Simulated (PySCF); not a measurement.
**C4H9NOSi: density, localisation and related maps**

```xyz
16

O     2.6546    1.2352    0.9416
C     2.2103    0.5269    0.0667
N     0.9077    0.2605   -0.0331
C     0.2988   -0.5549   -1.0588
C    -1.0074   -1.0838   -0.4706
C    -1.6627    0.0627    0.3035
Si   -0.1962    0.9429    1.1520
H     2.8487    0.0520   -0.7018
H     0.9708   -1.3660   -1.3528
H     0.0945    0.0616   -1.9430
H    -1.6551   -1.4733   -1.2569
H    -0.7773   -1.8977    0.2191
H    -2.4193   -0.3146    0.9864
H    -2.1695    0.7330   -0.3910
H    -0.2298    2.3969    1.0487
H     0.1241    0.4277    2.4785
```

Geometry: GFN2-xTB.

Computed with wB97X-D/def2-SVPD, SCF density, gas phase in PySCF.

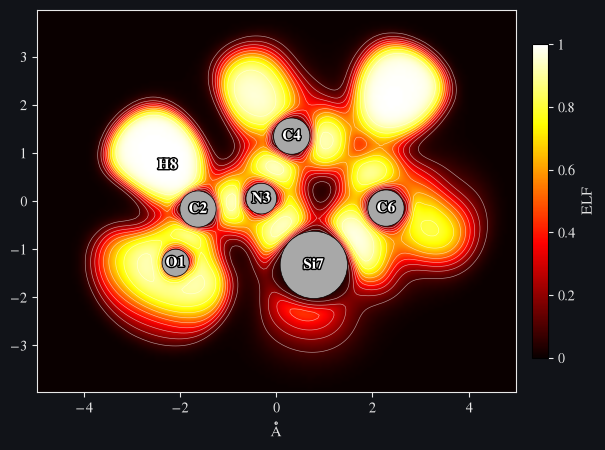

Figure 1. Electron localisation function on the plane of atoms N3, C2 and H8. Grey discs cover the atomic cores.

### What does the map show?

The section cuts through O, C, N, Si and H sites. C–O (1.21 Å): the ELF peaks at about 0.85 between the atoms (a short, multiple covalent bond). C–N (1.33 Å): the ELF peaks at about 0.95 between the atoms: localised, covalent bonding. Si–N (1.76 Å): the ELF peaks at about 0.95 between the atoms, as expected for a polar covalent bond. C–Si (1.91 Å): the ELF peaks at about 0.95 between the atoms, as expected for a shared electron pair. C–H (1.11 Å): the ELF climbs to about 1 towards the hydrogen, as it does in any bond to H; an ordinary covalent bond to hydrogen. The ELF also peaks beside O1, away from the bonds: lone-pair regions.

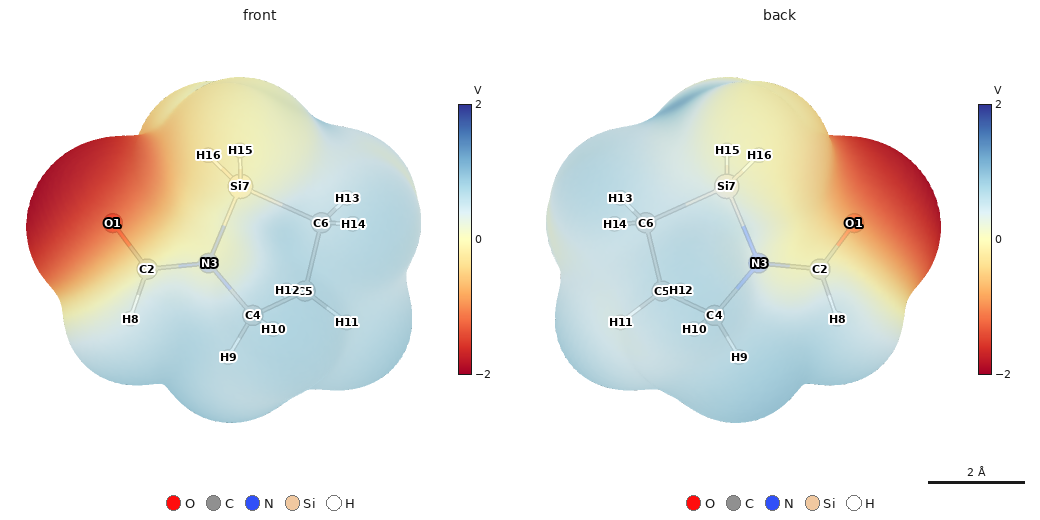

Figure 2. The molecular electrostatic potential painted on the density surface at 0.001 e/bohr³, seen from the front and from behind; red is negative and blue positive.

### Where is the surface potential most negative and most positive?

The most negative region (about −1.9 V) lies over O1, the most positive (about +1.0 V) over Si7. O1 is the likeliest acceptor of a hydrogen bond.

### How polar is the molecule by this calculation?

Its dipole moment is 4.29 D.
